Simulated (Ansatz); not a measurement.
## Electronic structure of Cl$_{2}$GeH$_{2}$···H$_{2}$S in real space

```xyz
8

Ge    0.3980    0.0101   -0.1397
H     0.4017    0.4369    1.3281
H     1.7481    0.0602   -0.8670
Cl   -0.9729    1.2841   -1.2444
Cl   -0.3308   -2.0325   -0.2814
S    -2.8881   -0.0407    1.8918
H    -2.9628    0.6161    0.7121
H    -2.5948   -1.2069    1.2731
```

Theory: RKS B3LYP-D4/def2-SVP in Ansatz 0.2.0.

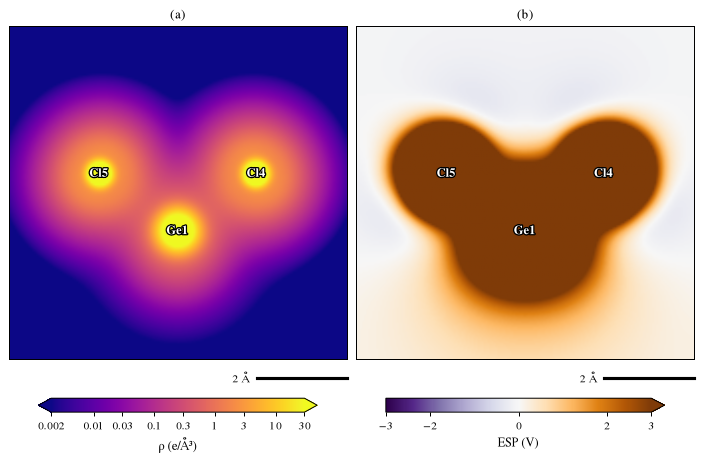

Figure 1. (a) electron density; (b) molecular electrostatic potential on the plane of atoms Cl4, Ge1 and Cl5.

### Read the bonding off the picture.

The plane passes through Ge and Cl nuclei.
Ge–Cl (2.17 Å): ρ at the midpoint is about 0.7 e/Å³.
Outside the dense part of the complex the potential is most negative (−0.3 V) near Cl4 and Cl5.

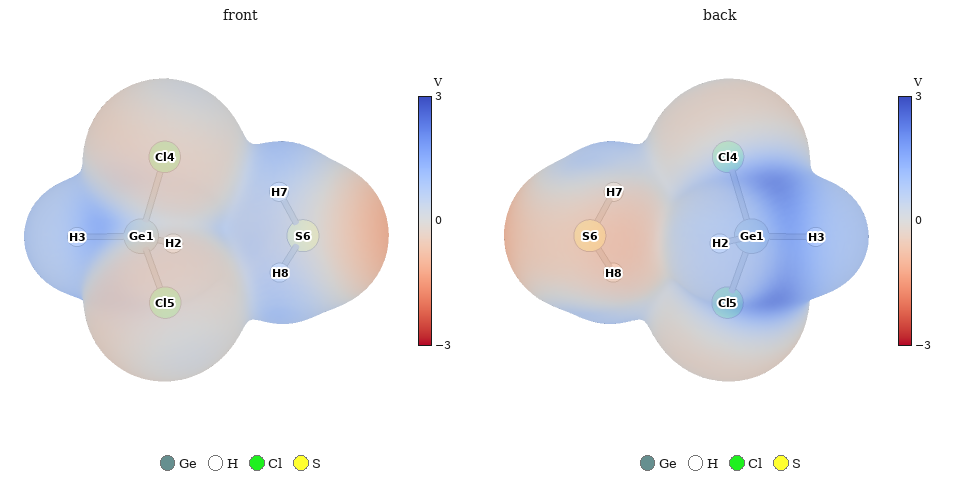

Figure 2. The molecular electrostatic potential painted on the density surface at 0.002 e/bohr³, seen from the front and from behind; the colour scale runs from red (negative) to blue (positive).

### Which sites attract a positive test charge, and which a negative one?

A positive charge is drawn to the negative regions and a negative charge to the positive ones. The most negative region (about −1.0 V) lies over S6, the most positive (about +2.0 V) over Ge1.

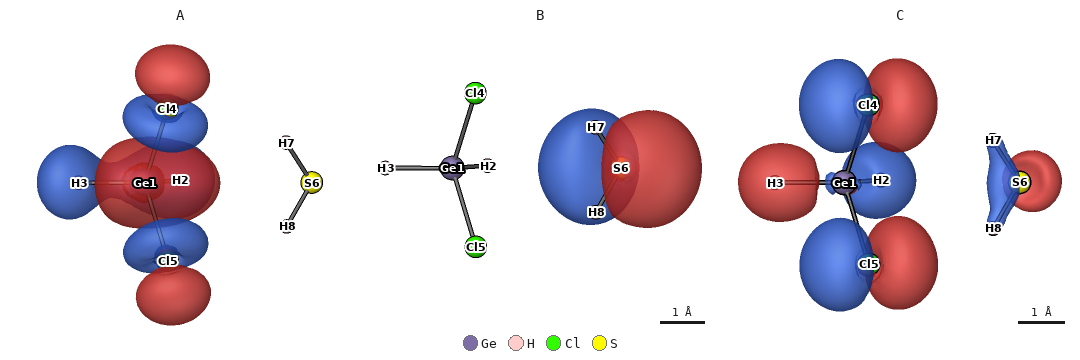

Figure 3. Three frontier orbitals at ±0.1 Å⁻³ᐟ² (blue and red are the two phases), in no order.

### Order the three orbitals by energy and name them.

C is the HOMO−1 (−8.62 eV). It lies mainly on Cl4 (about 35 %), Cl5 (about 35 %), Ge1 (about 10 %), H3 (about 10 %) and H2 (about 5 %). B is the HOMO (−6.90 eV). It lies mainly on S6 (about 90 %); largely a lone pair of S6. A is the LUMO (−0.96 eV). It lies mainly on Ge1 (about 40 %), Cl4 (about 20 %), Cl5 (about 20 %), H2 (about 10 %) and H3 (about 5 %).

### What is the HOMO–LUMO gap?

5.94 eV between the orbital energies.
